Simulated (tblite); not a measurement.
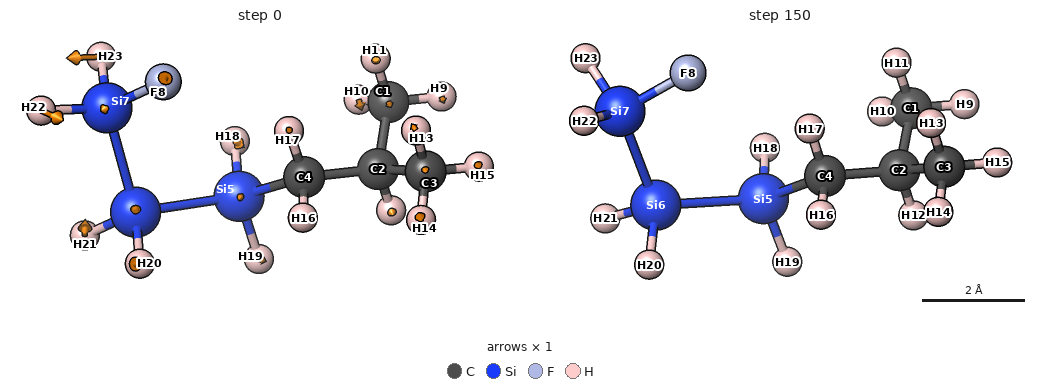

The structure of C₄H₁₅FSi₃ before (left) and after (right) a relaxation, at one scale. The orange arrows give the displacements, at their true length.

The picture is a ball-and-stick view, seen at a tilt.

These are results of GFN2-xTB geometry optimisation, gas phase in tblite, not measurements. 

### What changed between the two?

The energy falls by 5.24 kcal/mol in 150 geometry steps. The largest moves after the best rigid fit, 0.86 Å, are those of H22 and H23. By element the largest moves are H 0.86 Å, F 0.44 Å, Si 0.24 Å, C 0.15 Å. Near-neighbour distances that change, for instance: Si7–H23 1.496 → 1.461 Å, C4–Si5 1.877 → 1.905 Å, Si7–H22 1.485 → 1.461 Å, Si5–Si6 2.302 → 2.324 Å. Bond angles that change, for instance: Si5–Si6–Si7 104.8° → 116.0°, Si6–Si7–H22 111.0° → 119.1°, Si6–Si7–H23 111.1° → 117.4°. Groups turn about Si6–Si7 by about 35°. The run took 1.4 s on 1 thread of Arm Neoverse V2, on a shared host.
